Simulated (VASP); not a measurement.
Shape and ions are relaxed at each volume.

Energy against volume of TiAl (L1_0). Level of theory: LDA (Ceperley-Alder, Perdew-Zunger), VASP's LDA PAW potentials (set 64) (plane waves; VASP).

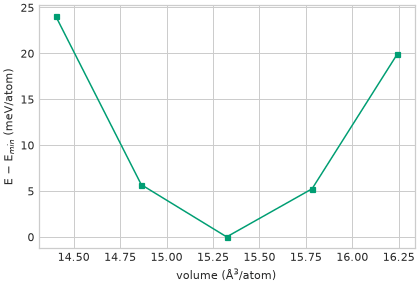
Fig. 1. Energy against volume

Question: Estimate the equilibrium volume and the bulk modulus.

Answer: The minimum lies near 15.3 Å³/atom, and the curvature gives B0 of about 130 GPa.

The compound is TiAl in the L1_0 structure. It was relaxed first, which changed the volume by -6 %.
